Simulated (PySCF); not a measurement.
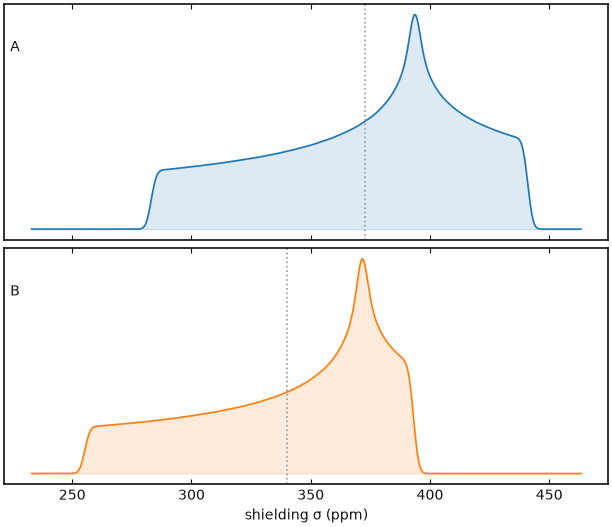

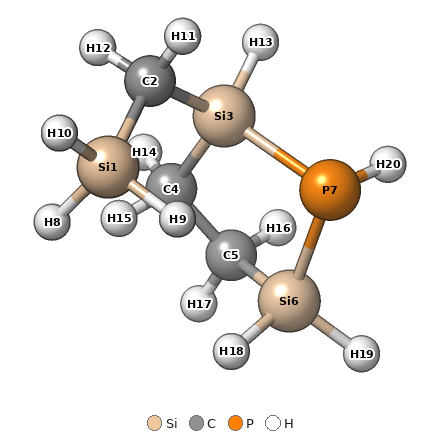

Static powder patterns (²⁹Si) from GIAO shielding tensors of C₃H₁₃PSi₃, SMILES [SiH3]C[Si@@H]1CC[SiH2]P1, PBE0/pcSseg-1 (IEF-PCM tetrahydrofuran), PySCF, at a PBE0-D3(BJ)/def2-SVP geometry (no frequency check); absolute shielding, one fixed geometry of the isolated molecule without any motion, no dipolar terms. The dotted line is the isotropic value; skew is 3(σiso − σ22)/span.

> The panels belong to Si3 and Si6. Which is which?

panel A: Si6, σ11, σ22, σ33 = 283, 394, 441 ppm, isotropic 373, span 158 ppm, skew −0.40; panel B: Si3, σ11, σ22, σ33 = 255, 372, 393 ppm, isotropic 340, span 138 ppm, skew −0.69.

Known limits of this run: one conformer of a flexible molecule.
